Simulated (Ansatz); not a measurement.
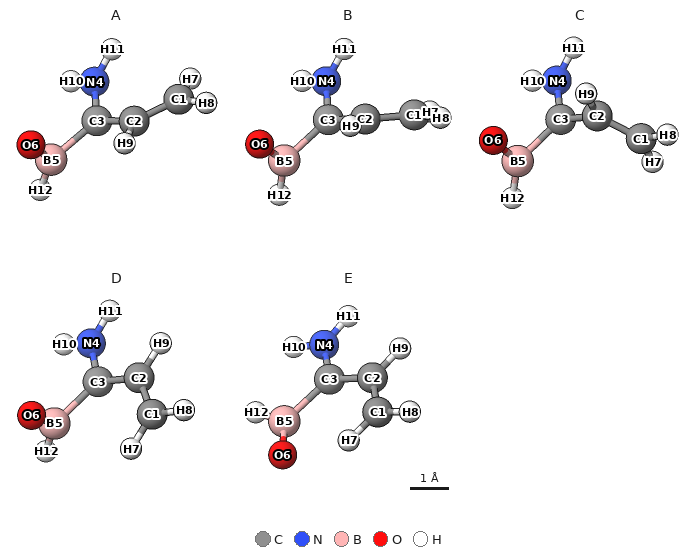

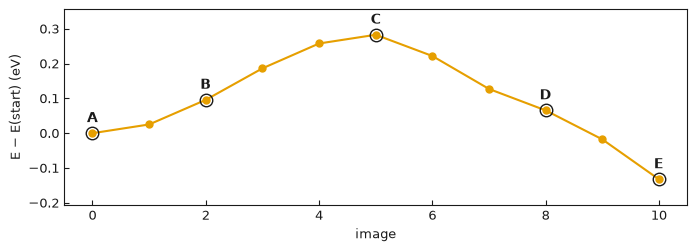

A nudged-elastic-band calculation for C$_{3}$H$_{6}$BNO. Images are numbered from 0 (start) to 10 (end). Frames A to E are images 0, 2, 5, 8, 10. The picture is a ball-and-stick view, seen from a free direction.

Computed with RKS B3LYP/def2-SVP in Ansatz 0.2.0. Settings: 9 movable images; climbing image; force threshold 0.05 eV/Å; iteration limit 34; starting path by image-dependent pair potential.

Describe the mechanism and the energy profile.

The motion is an umbrella inversion at N4. No bond forms or breaks between the ends. Among the angles between lasting bonds that change up to the highest image: C3–B5–O6 98.7° → 96.2°, C3–B5–H12 126.4° → 128.5°. The highest point, image 5, lies 0.283 eV above the start and 0.415 eV above the end; the end is at −0.133 eV relative to the start. The band converged in 30 iterations. The largest component of the band force went from 2.8 to 0.036 eV/Å. The climbing image converged on the top of the path. Its vibrational analysis gives one imaginary mode (142i cm⁻¹), as a transition state must have.

The run took 12 min on 2 threads of Intel(R) Xeon(R) Platinum 8488C (Sapphire Rapids), on a shared host, peak memory 0.28 GiB.
